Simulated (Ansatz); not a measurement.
# CH8BN (SMILES [BH3-][NH2+]C) at HF/STO-3G

What is the vertical ionisation energy of CH8BN at HF/STO-3G? 

The calculation is run with Ansatz 0.2.0.

64 further runs of the same task are left out: 2 that didn't finish, 62 set aside as unsound or not needed.

## Step 1: The molecule

CH8BN: 11 atoms, total charge 0, spin state singlet. SMILES: `[BH3-][NH2+]C`. Geometry: relaxed at PBE0-D4/def2-TZVP.

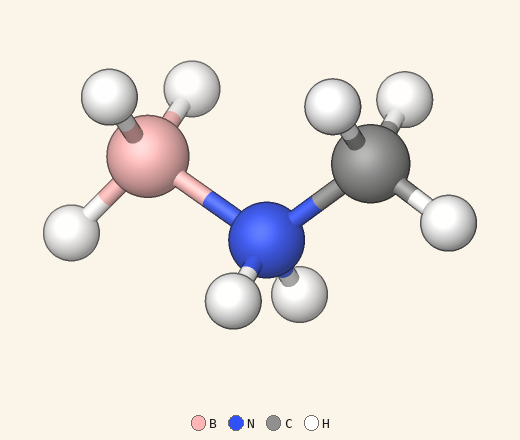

The structure, seen from a chosen angle (boron pink, nitrogen blue, carbon grey, hydrogen white).

## Step 2: The energy at HF/STO-3G

The input, molecule.yaml:

```yaml
crystal:
  periodic: [false, false, false]
  atoms:
    - {symbol: B, position_ang: [-0.828400, 1.032000, -0.205100]}
    - {symbol: N, position_ang: [-0.349500, -0.497500, 0.070800]}
    - {symbol: C, position_ang: [1.107800, -0.661100, 0.155200]}
    - {symbol: H, position_ang: [-2.040900, 0.991000, -0.245400]}
    - {symbol: H, position_ang: [-0.325100, 1.341700, -1.265700]}
    - {symbol: H, position_ang: [-0.402900, 1.677500, 0.731200]}
    - {symbol: H, position_ang: [-0.783500, -0.815200, 0.932300]}
    - {symbol: H, position_ang: [-0.721000, -1.084700, -0.669900]}
    - {symbol: H, position_ang: [1.475700, -0.024100, 0.957600]}
    - {symbol: H, position_ang: [1.543500, -0.317100, -0.781300]}
    - {symbol: H, position_ang: [1.389800, -1.699400, 0.341100]}
basis:
  gaussian:
    orbitals: STO-3G
accuracy: high
output:
  orbitals: {seedname: orbitals}
hamiltonian:
  xc: hf
```

Launch:

```
$ ansatz run molecule.yaml --threads 1 --pin off --max-ram 3480MiB --events-out events.jsonl --progress --plain --runs-dir runs
```

Standard output:

```text
Warning: RAYON_NUM_THREADS=1 ignored (pool sized by the plan → 1); use --threads N
Functional definition: HF
  name "HF"
  exchange = exact_x
  correlation = 0
450 factors; integrals over basis functions are off by at most 2.1e-8 eV
mean field evaluation 1: about -3268.6545 eV, gradient 1.8e1 eV
mean field evaluation 2: about -3268.8330 eV, gradient 1.7e1 eV
mean field evaluation 4: about -3270.0303 eV, gradient 1.3e0 eV
mean field evaluation 8: about -3270.0362 eV, gradient 1.5e-6 eV
mean field -3270.03621746 eV, -120.1716144815 hartree, gradient 1.7e-8 eV, S^2 0.000000; 0 other end points of the search recorded, 0 dependent functions left out
reference -3270.03621746 eV, -120.1716144815 hartree; 13, 13 occupied and 10, 10 virtual orbitals, 450 factors
Total energy: -3270.03621746 eV, -120.1716144815 hartree
```

It took 0.16 s on 1 thread of Arm Neoverse V2, shared host.

## Step 3: The doublet cation at the same level

The input, run.yaml:

```yaml
crystal:
  periodic: [false, false, false]
  atoms:
    - symbol: B
      position_ang: [-0.828400, 1.032000, -0.205100]
    - symbol: "N"
      position_ang: [-0.349500, -0.497500, 0.070800]
    - symbol: C
      position_ang: [1.107800, -0.661100, 0.155200]
    - symbol: H
      position_ang: [-2.040900, 0.991000, -0.245400]
    - symbol: H
      position_ang: [-0.325100, 1.341700, -1.265700]
    - symbol: H
      position_ang: [-0.402900, 1.677500, 0.731200]
    - symbol: H
      position_ang: [-0.783500, -0.815200, 0.932300]
    - symbol: H
      position_ang: [-0.721000, -1.084700, -0.669900]
    - symbol: H
      position_ang: [1.475700, -0.024100, 0.957600]
    - symbol: H
      position_ang: [1.543500, -0.317100, -0.781300]
    - symbol: H
      position_ang: [1.389800, -1.699400, 0.341100]
basis:
  gaussian:
    orbitals: STO-3G
output: {orbitals: {seedname: orbitals}}
accuracy: high
total_charge: 1
magnetization:
  spin_polarized: true
  initial_magnetization: 1
hamiltonian:
  xc: hf
```

Launch:

```
$ ansatz run run.yaml --threads 1 --pin off --max-ram 3480MiB --events-out events.jsonl --progress --plain --runs-dir runs
```

Standard output, shortened:

```text
Warning: RAYON_NUM_THREADS=1 ignored (pool sized by the plan → 1); use --threads N
Functional definition: HF
  name "HF"
[...]
450 factors; integrals over basis functions are off by at most 2.1e-8 eV
[...]
mean field -3261.48159789 eV, -119.8572380108 hartree, gradient 1.9e-8 eV, S^2 0.760454; 5 other end points of the search recorded, 0 dependent functions left out
reference -3261.48159789 eV, -119.8572380108 hartree; 13, 12 occupied and 10, 11 virtual orbitals, 450 factors
Total energy: -3261.48159789 eV, -119.8572380108 hartree
```

Run time: 0.42 s. Hardware: 1 thread of Arm Neoverse V2, shared host.

## Step 4: What came out

Level: HF/STO-3G.

| quantity | value |
| --- | --- |
| singlet CH8BN: total energy | -120.17161 Eh |
| singlet CH8BN: HOMO energy | -9.35 eV |
| singlet CH8BN: LUMO energy | 14.33 eV |
| singlet CH8BN: HOMO–LUMO gap | 23.68 eV |
| doublet cation: total energy | -119.85724 Eh |
| doublet cation: HOMO energy (highest over α and β) | -17.82 eV |
| doublet cation: LUMO energy (lowest over α and β) | -7.70 eV |
| doublet cation: ⟨S²⟩ | 0.760 |
| vertical ionisation energy (to the doublet cation) | 8.555 eV |

In words: The vertical ionisation energy comes to 8.55 eV (197 kcal/mol). −ε(HOMO) before ionisation, 9.35 eV, is 0.80 eV above this ionisation energy. In a minimal basis such a difference can be off by several eV, whatever the method.
